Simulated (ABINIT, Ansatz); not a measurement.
# LaBS3 (Pm-3m): zone-centre phonons, part 3 of 5

Aim: the zone-centre modes of LaBS3 (Pm-3m).

ABINIT 10.8.3; DFT PBE, scalar-relativistic, plane waves, SPMS norm-conserving pseudopotentials.

So far. Step 4 (Linear response at Γ): The acoustic modes at Γ come out as far as 6.7 cm⁻¹ from zero, where they should vanish, a small numerical error. The lowest optical mode is imaginary, 555i cm⁻¹, an instability at this level and on this k mesh. The relaxed cell has a = 4.427 Å (conventional setting).

The structure was built from a prototype and need not be the compound's stable phase.

**5. Modes with the sum rule**

anaddb reads the merged derivatives and imposes the acoustic sum rule.

The input, anaddb.abi:

```
ddb_filepath "gamma_DDB"
output_file "anaddb.abo"
outdata_prefix "anaddb"
asr 1
chneut 1
enunit 2
eivec 1
nph1l 1
qph1l 0.0 0.0 0.0 1.0
```

The input, mrgddb.in:

```
gamma_DDB
merged
2
dfpt_gammao_DDB
gso_DDB
```

Run with:

```
mrgddb < mrgddb.in > mrgddb.log
OMP_NUM_THREADS=1 anaddb anaddb.abi > anaddb.log
```

anaddb.abo, the main output file:

```text
-outvars_anaddb: echo values of input variables ----------------------

 Miscellaneous information :
      enunit         2
       eivec         1
         asr         1
 First list of wavevector (reduced coord.) :
       nph1l         1
       qph1l
                     0.00000000E+00  0.00000000E+00  0.00000000E+00    1.000E+00

================================================================================

 read the DDB information and perform some checks

  ==== Info on the Cryst% object ====
 Real(R)+Recip(G) space primitive vectors, cartesian coordinates (Bohr,Bohr^-1):
 R(1)=  8.3658950  0.0000000  0.0000000  G(1)=  0.1195329  0.0000000  0.0000000
 R(2)=  0.0000000  8.3658950  0.0000000  G(2)=  0.0000000  0.1195329  0.0000000
 R(3)=  0.0000000  0.0000000  8.3658950  G(3)=  0.0000000  0.0000000  0.1195329
 Unit cell volume ucvol=  5.8551392E+02 bohr^3
 Angles (23,13,12)=  9.00000000E+01  9.00000000E+01  9.00000000E+01 degrees
 Time-reversal symmetry is present
 Reduced atomic positions [iatom, xred, symbol]:
    1)    0.0000000  0.0000000  0.0000000  La
    2)    0.5000000  0.5000000  0.5000000   B
    3)    0.5000000  0.5000000  0.0000000   S
    4)    0.5000000  0.0000000  0.5000000   S
    5)    0.0000000  0.5000000  0.5000000   S

 DDB file with 3 blocks has been read.

================================================================================

 Treat the first list of vectors

  Phonon wavevector (reduced coordinates) :  0.00000  0.00000  0.00000
 Phonon energies in Hartree :
  -2.532074E-03 -2.532074E-03 -2.532074E-03  0.000000E+00  0.000000E+00
   0.000000E+00  4.113188E-04  4.113188E-04  4.113188E-04  4.786011E-04
   4.786011E-04  4.786011E-04  9.068496E-04  9.068496E-04  9.068496E-04
 Phonon energies in meV     :
- -6.890123E+01 -6.890123E+01 -6.890123E+01  0.000000E+00  0.000000E+00
-  0.000000E+00  1.119256E+01  1.119256E+01  1.119256E+01  1.302340E+01
-  1.302340E+01  1.302340E+01  2.467663E+01  2.467663E+01  2.467663E+01
 Phonon frequencies in cm-1    :
- -5.557259E+02 -5.557259E+02 -5.557259E+02  0.000000E+00  0.000000E+00
-  0.000000E+00  9.027405E+01  9.027405E+01  9.027405E+01  1.050408E+02
-  1.050408E+02  1.050408E+02  1.990305E+02  1.990305E+02  1.990305E+02
 Phonon frequencies in Thz     :
- -1.666024E+01 -1.666024E+01 -1.666024E+01  0.000000E+00  0.000000E+00
-  0.000000E+00  2.706348E+00  2.706348E+00  2.706348E+00  3.149044E+00
-  3.149044E+00  3.149044E+00  5.966783E+00  5.966783E+00  5.966783E+00
 Phonon energies in Kelvin  :
- -7.995656E+02 -7.995656E+02 -7.995656E+02  0.000000E+00  0.000000E+00
-  0.000000E+00  1.298842E+02  1.298842E+02  1.298842E+02  1.511303E+02
-  1.511303E+02  1.511303E+02  2.863604E+02  2.863604E+02  2.863604E+02

 Eigendisplacements
 (will be given, for each mode : in cartesian coordinates
   for each atom the real part of the displacement vector,
   then the imaginary part of the displacement vector - absolute values smaller than 1.0d-7 are set to zero)
  Mode number    1   Energy   -2.532074E-03
 Attention : low frequency mode.
   (Could be unstable or acoustic mode)
-  1  0.00000000E+00 -1.93249135E-05  0.00000000E+00
-     0.00000000E+00  0.00000000E+00  0.00000000E+00
-  2  1.04484000E-06 -6.43146784E-03  0.00000000E+00
-     0.00000000E+00  0.00000000E+00  0.00000000E+00
-  3  0.00000000E+00  2.55719361E-04  0.00000000E+00
-     0.00000000E+00  0.00000000E+00  0.00000000E+00
-  4  0.00000000E+00  1.74060428E-03  0.00000000E+00
-     0.00000000E+00  0.00000000E+00  0.00000000E+00
-  5 -2.82774169E-07  2.55719361E-04  0.00000000E+00
-     0.00000000E+00  0.00000000E+00  0.00000000E+00
  Mode number    2   Energy   -2.532074E-03
 Attention : low frequency mode.
   (Could be unstable or acoustic mode)
-  1  0.00000000E+00  0.00000000E+00  1.93249138E-05
-     0.00000000E+00  0.00000000E+00  0.00000000E+00
-  2  0.00000000E+00  0.00000000E+00  6.43146793E-03
-     0.00000000E+00  0.00000000E+00  0.00000000E+00
-  3  0.00000000E+00  0.00000000E+00 -1.74060430E-03
-     0.00000000E+00  0.00000000E+00  0.00000000E+00
-  4  0.00000000E+00  0.00000000E+00 -2.55719365E-04
-     0.00000000E+00  0.00000000E+00  0.00000000E+00
-  5  0.00000000E+00  0.00000000E+00 -2.55719365E-04
-     0.00000000E+00  0.00000000E+00  0.00000000E+00
  Mode number    3   Energy   -2.532074E-03
 Attention : low frequency mode.
   (Could be unstable or acoustic mode)
-  1  1.93249135E-05  0.00000000E+00  0.00000000E+00
-     0.00000000E+00  0.00000000E+00  0.00000000E+00
-  2  6.43146784E-03  1.04484000E-06  0.00000000E+00
-     0.00000000E+00  0.00000000E+00  0.00000000E+00
-  3 -2.55719361E-04  0.00000000E+00  0.00000000E+00
-     0.00000000E+00  0.00000000E+00  0.00000000E+00
-  4 -2.55719361E-04 -2.82774169E-07  0.00000000E+00
-     0.00000000E+00  0.00000000E+00  0.00000000E+00
-  5 -1.74060428E-03  0.00000000E+00  0.00000000E+00
-     0.00000000E+00  0.00000000E+00  0.00000000E+00
  Mode number    4   Energy    0.000000E+00
 Attention : low frequency mode.
   (Could be unstable or acoustic mode)
-  1  0.00000000E+00  0.00000000E+00 -1.49356787E-03
-     0.00000000E+00  0.00000000E+00  0.00000000E+00
-  2  0.00000000E+00  0.00000000E+00 -1.49358164E-03
-     0.00000000E+00  0.00000000E+00  0.00000000E+00
-  3  0.00000000E+00  0.00000000E+00 -1.49360453E-03
-     0.00000000E+00  0.00000000E+00  0.00000000E+00
-  4  0.00000000E+00  0.00000000E+00 -1.49358570E-03
-     0.00000000E+00  0.00000000E+00  0.00000000E+00
-  5  0.00000000E+00  0.00000000E+00 -1.49358570E-03
-     0.00000000E+00  0.00000000E+00  0.00000000E+00
  Mode number    5   Energy    0.000000E+00
 Attention : low frequency mode.
   (Could be unstable or acoustic mode)
-  1  0.00000000E+00  1.49356787E-03  0.00000000E+00
-     0.00000000E+00  0.00000000E+00  0.00000000E+00
-  2  0.00000000E+00  1.49358164E-03  0.00000000E+00
-     0.00000000E+00  0.00000000E+00  0.00000000E+00
-  3  0.00000000E+00  1.49358570E-03  0.00000000E+00
-     0.00000000E+00  0.00000000E+00  0.00000000E+00
-  4  0.00000000E+00  1.49360453E-03  0.00000000E+00
-     0.00000000E+00  0.00000000E+00  0.00000000E+00
-  5  0.00000000E+00  1.49358570E-03  0.00000000E+00
-     0.00000000E+00  0.00000000E+00  0.00000000E+00
  Mode number    6   Energy    0.000000E+00
 Attention : low frequency mode.
   (Could be unstable or acoustic mode)
-  1  1.49356787E-03  0.00000000E+00  0.00000000E+00
-     0.00000000E+00  0.00000000E+00  0.00000000E+00
-  2  1.49358164E-03  0.00000000E+00  0.00000000E+00
-     0.00000000E+00  0.00000000E+00  0.00000000E+00
-  3  1.49358570E-03  0.00000000E+00  0.00000000E+00
-     0.00000000E+00  0.00000000E+00  0.00000000E+00
-  4  1.49358570E-03  0.00000000E+00  0.00000000E+00
-     0.00000000E+00  0.00000000E+00  0.00000000E+00
-  5  1.49360453E-03  0.00000000E+00  0.00000000E+00
-     0.00000000E+00  0.00000000E+00  0.00000000E+00
  Mode number    7   Energy    4.113188E-04
-  1  0.00000000E+00  0.00000000E+00 -1.29910830E-03
-     0.00000000E+00  0.00000000E+00  0.00000000E+00
-  2  0.00000000E+00  0.00000000E+00  2.04444667E-03
-     0.00000000E+00  0.00000000E+00  0.00000000E+00
-  3  0.00000000E+00  0.00000000E+00  2.06181140E-03
-     0.00000000E+00  0.00000000E+00  0.00000000E+00
-  4  0.00000000E+00  0.00000000E+00  1.43818690E-03
-     0.00000000E+00  0.00000000E+00  0.00000000E+00
-  5  0.00000000E+00  0.00000000E+00  1.43818690E-03
-     0.00000000E+00  0.00000000E+00  0.00000000E+00
  Mode number    8   Energy    4.113188E-04
-  1  0.00000000E+00  1.29910830E-03  0.00000000E+00
-     0.00000000E+00  0.00000000E+00  0.00000000E+00
-  2  0.00000000E+00 -2.04444667E-03  0.00000000E+00
-     0.00000000E+00  0.00000000E+00  0.00000000E+00
-  3  0.00000000E+00 -1.43818690E-03  0.00000000E+00
-     0.00000000E+00  0.00000000E+00  0.00000000E+00
-  4  0.00000000E+00 -2.06181140E-03  0.00000000E+00
-     0.00000000E+00  0.00000000E+00  0.00000000E+00
-  5  0.00000000E+00 -1.43818690E-03  0.00000000E+00
-     0.00000000E+00  0.00000000E+00  0.00000000E+00
  Mode number    9   Energy    4.113188E-04
-  1  1.29910830E-03  0.00000000E+00  0.00000000E+00
-     0.00000000E+00  0.00000000E+00  0.00000000E+00
-  2 -2.04444667E-03  0.00000000E+00  0.00000000E+00
-     0.00000000E+00  0.00000000E+00  0.00000000E+00
-  3 -1.43818690E-03  0.00000000E+00  0.00000000E+00
-     0.00000000E+00  0.00000000E+00  0.00000000E+00
-  4 -1.43818690E-03  0.00000000E+00  0.00000000E+00
-     0.00000000E+00  0.00000000E+00  0.00000000E+00
-  5 -2.06181140E-03  0.00000000E+00  0.00000000E+00
-     0.00000000E+00  0.00000000E+00  0.00000000E+00
  Mode number   10   Energy    4.786011E-04
-  1  0.00000000E+00  0.00000000E+00  0.00000000E+00
-     0.00000000E+00  0.00000000E+00  0.00000000E+00
-  2  0.00000000E+00  0.00000000E+00  0.00000000E+00
-     0.00000000E+00  0.00000000E+00  0.00000000E+00
-  3  0.00000000E+00  0.00000000E+00  0.00000000E+00
-     0.00000000E+00  0.00000000E+00  0.00000000E+00
-  4  0.00000000E+00  0.00000000E+00  2.92470830E-03
-     0.00000000E+00  0.00000000E+00  0.00000000E+00
-  5  0.00000000E+00  0.00000000E+00 -2.92470830E-03
-     0.00000000E+00  0.00000000E+00  0.00000000E+00
  Mode number   11   Energy    4.786011E-04
-  1  0.00000000E+00  0.00000000E+00  0.00000000E+00
-     0.00000000E+00  0.00000000E+00  0.00000000E+00
-  2  0.00000000E+00  0.00000000E+00  0.00000000E+00
-     0.00000000E+00  0.00000000E+00  0.00000000E+00
-  3  0.00000000E+00  2.92470830E-03  0.00000000E+00
-     0.00000000E+00  0.00000000E+00  0.00000000E+00
-  4  0.00000000E+00  0.00000000E+00  0.00000000E+00
-     0.00000000E+00  0.00000000E+00  0.00000000E+00
-  5  0.00000000E+00 -2.92470830E-03  0.00000000E+00
-     0.00000000E+00  0.00000000E+00  0.00000000E+00
  Mode number   12   Energy    4.786011E-04
-  1  0.00000000E+00  0.00000000E+00  0.00000000E+00
-     0.00000000E+00  0.00000000E+00  0.00000000E+00
-  2  0.00000000E+00  0.00000000E+00  0.00000000E+00
-     0.00000000E+00  0.00000000E+00  0.00000000E+00
-  3  2.92470830E-03  0.00000000E+00  0.00000000E+00
-     0.00000000E+00  0.00000000E+00  0.00000000E+00
-  4 -2.92470830E-03  0.00000000E+00  0.00000000E+00
-     0.00000000E+00  0.00000000E+00  0.00000000E+00
-  5  0.00000000E+00  0.00000000E+00  0.00000000E+00
-     0.00000000E+00  0.00000000E+00  0.00000000E+00
  Mode number   13   Energy    9.068496E-04
-  1  0.00000000E+00  0.00000000E+00 -1.74648815E-04
-     0.00000000E+00  0.00000000E+00  0.00000000E+00
-  2  0.00000000E+00  1.02670919E-07 -1.72291194E-03
-     0.00000000E+00  0.00000000E+00  0.00000000E+00
-  3  0.00000000E+00 -1.21971259E-07 -2.75612285E-03
-     0.00000000E+00  0.00000000E+00  0.00000000E+00
-  4  0.00000000E+00  1.64241514E-07  2.04678929E-03
-     0.00000000E+00  0.00000000E+00  0.00000000E+00
-  5  0.00000000E+00 -1.21971259E-07  2.04678929E-03
-     0.00000000E+00  0.00000000E+00  0.00000000E+00
  Mode number   14   Energy    9.068496E-04
-  1  0.00000000E+00  1.74648814E-04  0.00000000E+00
-     0.00000000E+00  0.00000000E+00  0.00000000E+00
-  2  0.00000000E+00  1.72291194E-03  1.02671426E-07
-     0.00000000E+00  0.00000000E+00  0.00000000E+00
-  3  0.00000000E+00 -2.04678929E-03  1.64242326E-07
-     0.00000000E+00  0.00000000E+00  0.00000000E+00
-  4  0.00000000E+00  2.75612284E-03 -1.21971861E-07
-     0.00000000E+00  0.00000000E+00  0.00000000E+00
-  5  1.26659386E-07 -2.04678929E-03 -1.21971861E-07
-     0.00000000E+00  0.00000000E+00  0.00000000E+00
  Mode number   15   Energy    9.068496E-04
-  1  1.74648815E-04  0.00000000E+00  0.00000000E+00
-     0.00000000E+00  0.00000000E+00  0.00000000E+00
-  2  1.72291194E-03  0.00000000E+00  0.00000000E+00
-     0.00000000E+00  0.00000000E+00  0.00000000E+00
-  3 -2.04678929E-03  0.00000000E+00  0.00000000E+00
-     0.00000000E+00  0.00000000E+00  0.00000000E+00
-  4 -2.04678929E-03 -1.26660438E-07  0.00000000E+00
-     0.00000000E+00  0.00000000E+00  0.00000000E+00
-  5  2.75612285E-03  0.00000000E+00  0.00000000E+00
-     0.00000000E+00  0.00000000E+00  0.00000000E+00

 Analysis of degeneracies and characters (maximum tolerance=1.00E-06 a.u.)
 For each vibration mode, or group of modes if degenerate,
 the characters are given for each symmetry operation (see the list in the log file).
 Symmetry characters of vibration mode #   1
       degenerate with vibration modes #   2 to    3
  3.0 -3.0 -1.0  1.0 -1.0  1.0 -1.0  1.0  1.0 -1.0 -1.0  1.0  1.0 -1.0 -1.0  1.0
 -0.0  0.0 -0.0  0.0  0.0 -0.0  0.0 -0.0  1.0 -1.0 -1.0  1.0 -1.0  1.0  1.0 -1.0
 -0.0  0.0  0.0 -0.0  0.0 -0.0 -0.0  0.0  1.0 -1.0  1.0 -1.0 -1.0  1.0 -1.0  1.0
 Symmetry characters of vibration mode #   4
       degenerate with vibration modes #   5 to    6
  3.0 -3.0 -1.0  1.0 -1.0  1.0 -1.0  1.0  1.0 -1.0 -1.0  1.0  1.0 -1.0 -1.0  1.0
  0.0 -0.0  0.0 -0.0  0.0 -0.0 -0.0  0.0  1.0 -1.0 -1.0  1.0 -1.0  1.0  1.0 -1.0
  0.0 -0.0  0.0 -0.0 -0.0  0.0  0.0 -0.0  1.0 -1.0  1.0 -1.0 -1.0  1.0 -1.0  1.0
 Symmetry characters of vibration mode #   7
       degenerate with vibration modes #   8 to    9
  3.0 -3.0 -1.0  1.0 -1.0  1.0 -1.0  1.0  1.0 -1.0 -1.0  1.0  1.0 -1.0 -1.0  1.0
 -0.0  0.0  0.0 -0.0 -0.0  0.0  0.0 -0.0  1.0 -1.0 -1.0  1.0 -1.0  1.0  1.0 -1.0
 -0.0  0.0 -0.0  0.0  0.0 -0.0  0.0 -0.0  1.0 -1.0  1.0 -1.0 -1.0  1.0 -1.0  1.0
 Symmetry characters of vibration mode #  10
       degenerate with vibration modes #  11 to   12
  3.0 -3.0 -1.0  1.0 -1.0  1.0 -1.0  1.0 -1.0  1.0  1.0 -1.0 -1.0  1.0  1.0 -1.0
 -0.0  0.0 -0.0  0.0  0.0 -0.0  0.0 -0.0 -1.0  1.0  1.0 -1.0  1.0 -1.0 -1.0  1.0
 -0.0  0.0  0.0 -0.0  0.0 -0.0 -0.0  0.0 -1.0  1.0 -1.0  1.0  1.0 -1.0  1.0 -1.0
 Symmetry characters of vibration mode #  13
       degenerate with vibration modes #  14 to   15
  3.0 -3.0 -1.0  1.0 -1.0  1.0 -1.0  1.0  1.0 -1.0 -1.0  1.0  1.0 -1.0 -1.0  1.0
 -0.0  0.0 -0.0  0.0  0.0 -0.0  0.0 -0.0  1.0 -1.0 -1.0  1.0 -1.0  1.0  1.0 -1.0
 -0.0  0.0  0.0 -0.0  0.0 -0.0 -0.0  0.0  1.0 -1.0  1.0 -1.0 -1.0  1.0 -1.0  1.0
-
```

The job ended after 0.71 s (1 thread of Intel Xeon Platinum 8488C (Sapphire Rapids), shared host).

This step gave:

```yaml
highest_optical_zone_centre_mode_no_lo_to_term: 199.0 cm⁻¹
lowest_optical_zone_centre_mode: -555.7 cm⁻¹
```

No LO-TO term; unit eigenvectors of the mass-weighted matrix, from anaddb's displacements. The modes at Γ (shares of kinetic energy by element, %) (negative means imaginary):

```tsv
mode	frequency (cm⁻¹)	symmetry	La %	B %	S %
1	-555.7	T1u	0	82	18
2	-555.7	T1u	0	82	18
3	-555.7	T1u	0	82	18
4	0.0	acoustic	56	4	39
5	0.0	acoustic	56	4	39
6	0.0	acoustic	56	4	39
7	90.3	T1u	43	8	49
8	90.3	T1u	43	8	49
9	90.3	T1u	43	8	49
10	105.0	T2u	0	0	100
11	105.0	T2u	0	0	100
12	105.0	T2u	0	0	100
13	199.0	T1u	1	6	93
14	199.0	T1u	1	6	93
15	199.0	T1u	1	6	93
```

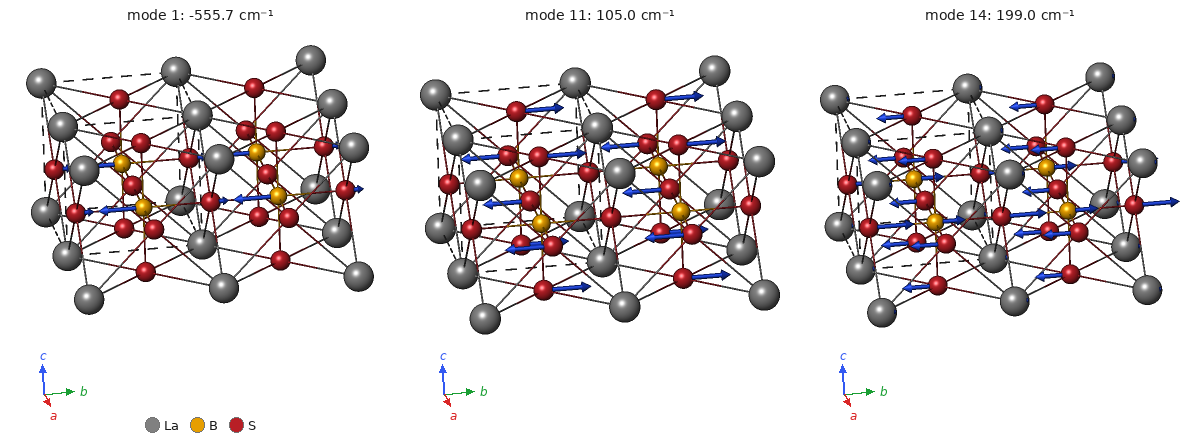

Displacement patterns of modes 1, 11 and 14 at Γ; arrows are exaggerated. 2×2×1 cells are drawn. Some periodic images of atoms are drawn too.

The rule also moves an optical mode by 0.4 cm⁻¹.

[end of part 3 of 5]

[Host names and launcher messages were left out of these logs when they were recorded.]

[Logs are printed without paths, hosts, clocks, repeated set-up lines and the standing remarks that a program may print on its own settings, such as how far it seeks lower states.]

[Hosts, paths, dates, database ids (printed as entryN), source tags and the programs' standing remarks are cut or masked in the printed files.]
